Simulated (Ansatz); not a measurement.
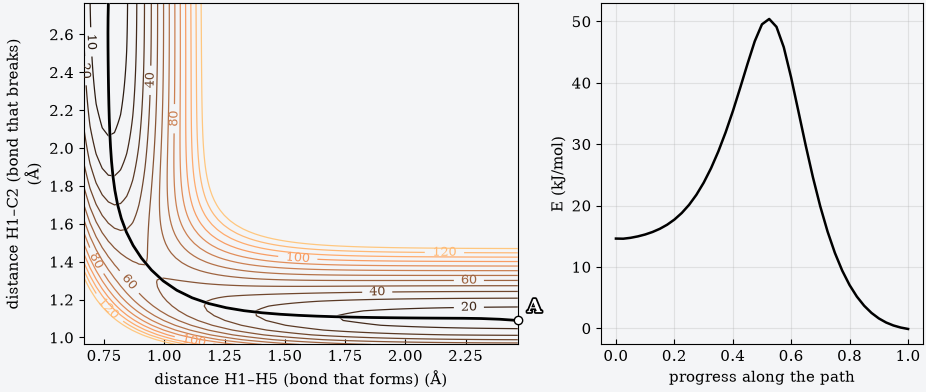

The reacting system C₂H₄N (fragments C₂H₃N + H where the first distance is long, H₂ + C₂H₂N where the second is long), spin multiplicity 2. First axis: distance H1–H5 (bond that forms). Second axis: distance H1–C2 (bond that breaks). Relaxed at each point: all other coordinates. The scan uses a 12 × 12 grid. Points are written as (first, second). All energies are given in kJ/mol relative to the lowest grid point. In part of the range the unrestricted reference is strongly spin-contaminated. Level of theory: UKS PBE0-D4/def2-SVP in Ansatz 0.2.0.

The picture shows contour lines labelled in kJ/mol (none above 130), a line along the lowest path, the energy along the path at the right, the start A. Between grid points the surface is interpolated.

**Describe the path and its barrier.**

The easiest path runs from the side where the first distance is long, about (2.47 Å, 1.09 Å), to the side where the second distance is long, (0.756 Å, 2.763 Å). Its highest point, at about (0.95 Å, 1.36 Å), lies about 36 kJ/mol above the start and 51 kJ/mol above the end on the interpolated surface. An end on the edge of the scan is no minimum, so the barrier from there is a lower bound.
